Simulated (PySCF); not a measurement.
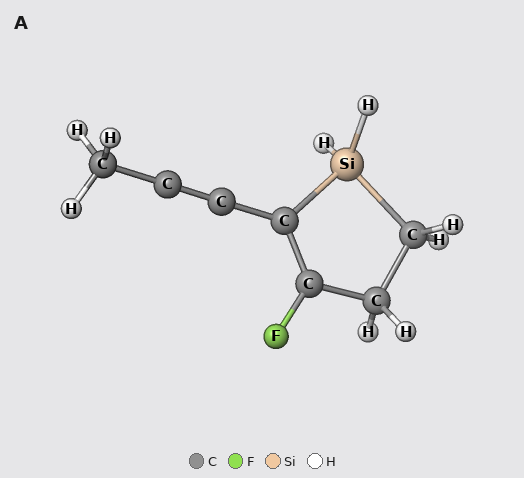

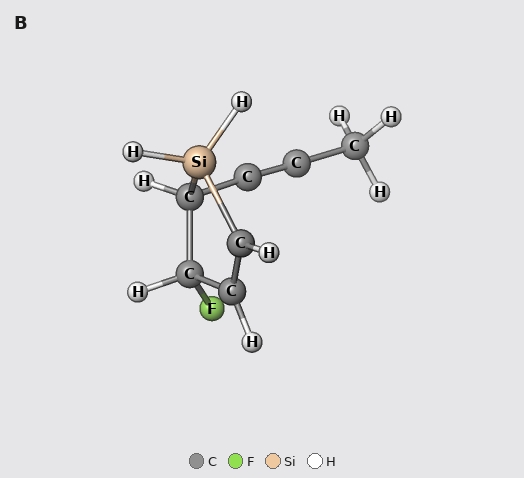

2 stationary structures of one formula. Geometries: GFN2-xTB. Electronic energies: PBE0/pcSseg-1 (PySCF 2.14.0), without zero-point energy. No frequency run is at hand to confirm each as a minimum.

Are they conformers, stereoisomers or constitutional isomers?

They are constitutional isomers of C7H9FSi: A `CC#CC1=C(F)CC[SiH2]1`, B `CC#C[C@@H]1[SiH2]C=C[C@@H]1F`.

Which structure is the most stable?

A is lowest; B lies 51.0 kJ/mol above it.

The geometry is semi-empirical. Around Si such bond lengths and angles can be off by a tenth of an ångström or more and by several degrees, and values that hang on the shape move with them.
